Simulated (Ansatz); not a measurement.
CH₇ClN₂OSi (SMILES NC[Si](N)(O)Cl)

The calculation's input:

```
crystal:
  periodic: [false, false, false]
  atoms:
    - { symbol: "N", position_ang: [0.101, -1.9654, 0.1275] }
    - { symbol: C, position_ang: [-0.6098, -0.7519, 0.7278] }
    - { symbol: Si, position_ang: [0.0968, 0.875, 0.1155] }
    - { symbol: "N", position_ang: [0.3737, 0.893, -1.5638] }
    - { symbol: O, position_ang: [-0.7413, 2.232, 0.3911] }
    - { symbol: Cl, position_ang: [1.9797, 1.1767, 0.9329] }
    - { symbol: H, position_ang: [-0.55869, -2.41846, -0.45716] }
    - { symbol: H, position_ang: [0.88715, -1.64234, -0.40652] }
    - { symbol: H, position_ang: [-1.6636, -0.7582, 0.5034] }
    - { symbol: H, position_ang: [-0.5357, -0.82, 1.8424] }
    - { symbol: H, position_ang: [1.1798, 1.3292, -1.7482] }
    - { symbol: H, position_ang: [0.4451, -0.0868, -1.814] }
    - { symbol: H, position_ang: [-1.2396, 2.5965, -0.4014] }
basis:
  gaussian: { orbitals: def2-SVP }
hamiltonian:
  xc: pbe0
  dispersion: d4
relax:
  f_tol: 0.015
  max_steps: 40
output:
  orbitals: {}
```

Command:

```sh
ansatz run input.yaml --threads 2 --pin off --max-ram 3072MiB --backend cpu --events-out ev --progress --plain --runs-dir out
```

The fields are those of the relaxed geometry.

Theory: RKS PBE0-D4/def2-SVP in Ansatz 0.2.0.

> What will maps of the electron density and electron localisation function show?

C–Si (1.88 Å): ρ at the midpoint is about 1 e/Å³; the ELF peaks at about 1 between the atoms: a covalent bond.
Si–Cl (2.09 Å): the density is about 0.82 e/Å³ at the midpoint; the ELF peaks at about 0.90 between the atoms, as expected for a polar covalent bond.

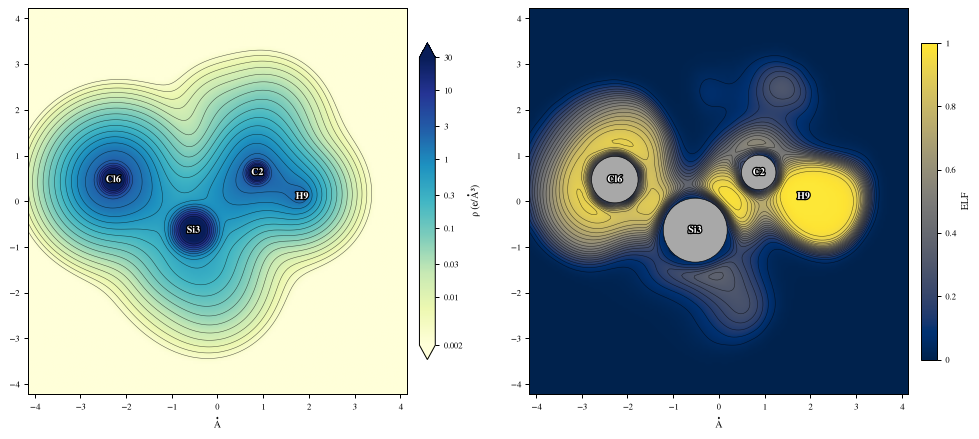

Computed electron density and electron localisation function on the plane of atoms Si3, C2 and H9, in this order. Grey discs cover the atomic cores in the ELF map. 
